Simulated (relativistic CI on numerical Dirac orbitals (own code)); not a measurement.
# Ag²⁺: relativistic CI calculation

System: Ag²⁺.
Method: Dirac-Coulomb-Breit CI, KLI orbitals optimised for each configuration, model QED (radiative potential, 1s self-energy scaled to tabulated hydrogen-like ionisation energies), valence Slater integrals scaled by 0.75, one configuration in a parametric crystal field (relativistic CI on numerical Dirac orbitals, in-house).

**Input file**
```
atom Ag  Z=47  charge=2  electrons=45
nucleus A=107  rms_radius_fm=4.5454
hamiltonian dirac-coulomb  breit=on  qed=on  c_scale=1
orbitals kli  potential=per-configuration
slater_scale 0.75
correlation none
mixing on
configurations
  [Kr] 4d9
end
crystal_field D4h 10Dq=14450 Ds=-820 Dt=-410
```

Hardware: 1 CPU thread, shared host.

The program writes its results to a structured record and prints no log; tables and figures of this report are taken from that record.

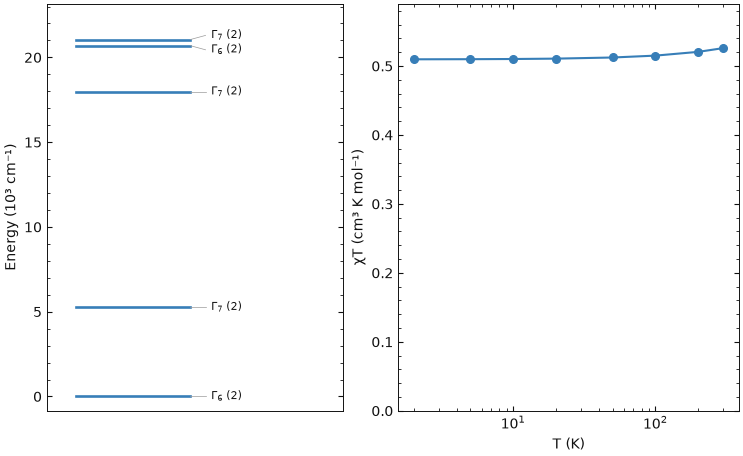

*Ag²⁺ (4d⁹) in a field of D4h symmetry with 10Dq = 14,450, Ds = −820, Dt = −410 cm⁻¹. Labels give the double-group representation and, in brackets, the degeneracy; the lowest 5 of 5 levels are drawn. One open-shell configuration in a parametric field without covalency; powder susceptibility by Van Vleck's formula.*

The ground level is Γ₆, a Kramers doublet, with total spin S = 0.50 (from expectation values); its principal g values, for an effective spin of 1/2, are 1.98, 2.49 and 2.49. The next level lies at 5,260 cm⁻¹ (Γ₇). The field lowers the ground state by 11,200 cm⁻¹ against the free ion. χT is 0.510 cm³ K mol⁻¹ at 2 K, 0.512 at 50 K and 0.526 at 300 K, an effective moment of 2.05 μB at room temperature.

**Key numbers**

| quantity | value |
| --- | --- |
| outcome | converged |
| levels computed | 5 |

**Remarks**

Caveats: the configuration is the one typed, which at low charge need not be the free ion's ground configuration.
